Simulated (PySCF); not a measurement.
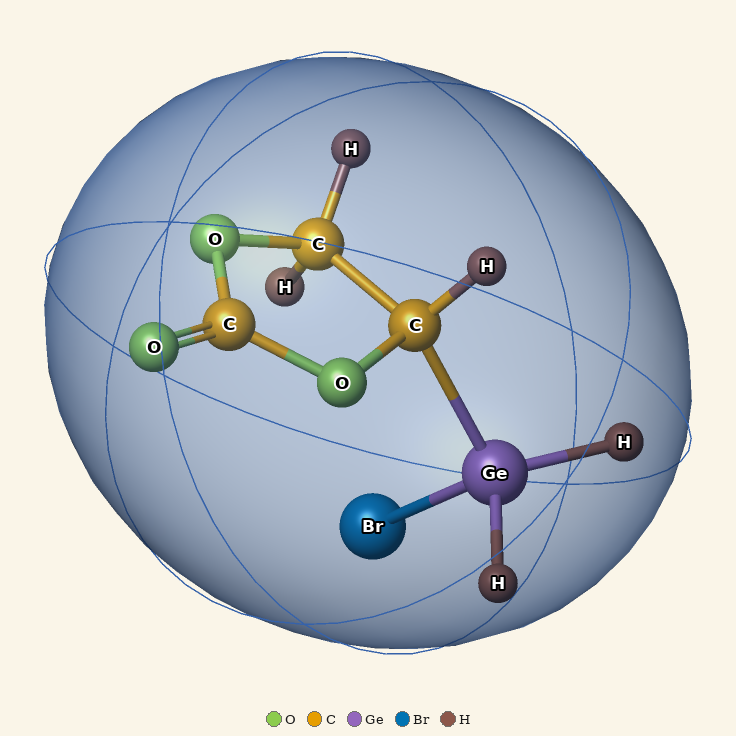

The ellipsoid shows the static dipole polarisability: its half-axes are proportional to the principal values. The computed structure is the end point of a GFN2-xTB optimisation. No frequency run is at hand to confirm it as a minimum. Method: CAM-B3LYP/def2-SVPD (PySCF 2.14.0).

> Give the principal values, the mean and the anisotropy.

Principal values 82.6, 88.7, 106.4 bohr³; mean 92.5 bohr³ (13.71 Å³); anisotropy 21.5 bohr³, so the longest axis is 1.29 times the shortest.

The geometry is semi-empirical. Around Br, Ge such bond lengths and angles can be off by a tenth of an ångström or more and by several degrees, and values that hang on the shape move with them.
